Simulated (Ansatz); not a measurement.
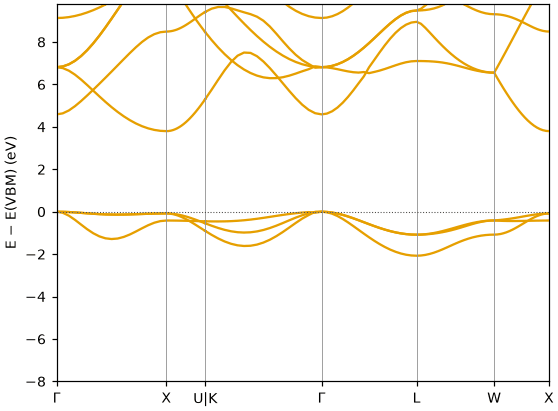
Fig. 1. Band structure from the program Ansatz at the r²SCAN level (PAW)

Problem. Read off the gap and where the band edges lie.

Solution. About 3.8 eV (3.80 eV by a search for the band edges); maximum at Γ, minimum at X.

The material is SrO (rock salt, Fm-3m).

The cell was relaxed with r²SCAN under the symmetry of its start; phonons on a q-mesh show no instability. Spin–orbit coupling is left out wherever it is not named.

Potentials: the later of the program's two PAW sets.
